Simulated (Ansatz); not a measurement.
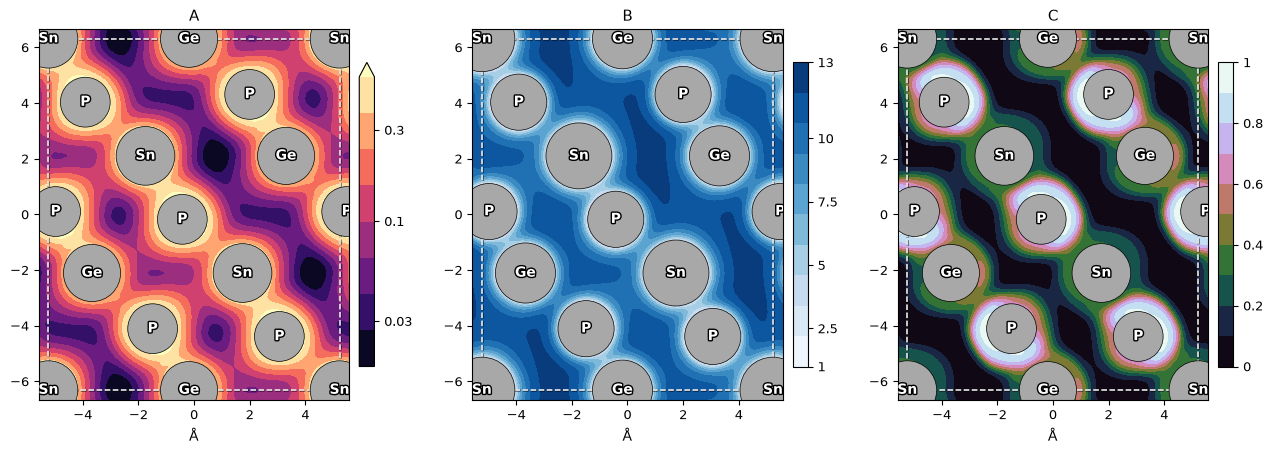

SnGeP₆: 3 fields on the (110) plane of the conventional cell, with unlabelled colour scales. Grey discs cover the atomic cores.

Space group R3m; a generated structure, not necessarily the stable one.

Computed with DFT PBE, scalar-relativistic, plane waves, PAW in Ansatz 0.2.0.

```
Sn Ge P
1.0
     7.28948    0.00000    0.00000
    -3.64474    6.31287    0.00000
     0.00000    0.00000   10.45911
Sn Ge P
3 3 18
Direct
  0.66667 0.33333 0.08719
  0.33333 0.66667 0.42052
  0.00000 0.00000 0.75386
  0.00000 0.00000 0.23685
  0.66667 0.33333 0.57019
  0.33333 0.66667 0.90352
  0.17488 0.34976 0.11174
  0.84155 0.68310 0.44507
  0.50821 0.01643 0.77840
  0.02776 0.51388 0.21370
  0.69442 0.84721 0.54703
  0.36109 0.18055 0.88036
  0.17488 0.82512 0.11174
  0.84155 0.15845 0.44507
  0.50821 0.49179 0.77840
  0.65024 0.82512 0.11174
  0.31690 0.15845 0.44507
  0.98357 0.49179 0.77840
  0.48612 0.97224 0.21370
  0.15279 0.30558 0.54703
  0.81945 0.63891 0.88036
  0.48612 0.51388 0.21370
  0.15279 0.84721 0.54703
  0.81945 0.18055 0.88036
```

Which field does each panel show? The fields are: electron localisation function, electrostatic potential energy of an electron and valence pseudo-density.

Answer. Panel A: valence pseudo-density. Panel B: electrostatic potential energy of an electron (low next to the atoms, rising into the space between them). Panel C: electron localisation function. From the grid: Ge–P (2.57 Å): ρ is about 0.44 e/Å³ halfway; the ELF peaks at about 0.90 in the valence shell of P, 0.8 Å from its nucleus, and is about 0.75 at the midpoint. Sn–P (2.64 Å): the density is about 0.42 e/Å³ at the midpoint; the ELF peaks at about 0.90 in the valence shell of P, 0.8 Å from its nucleus, and is about 0.65 at the midpoint.
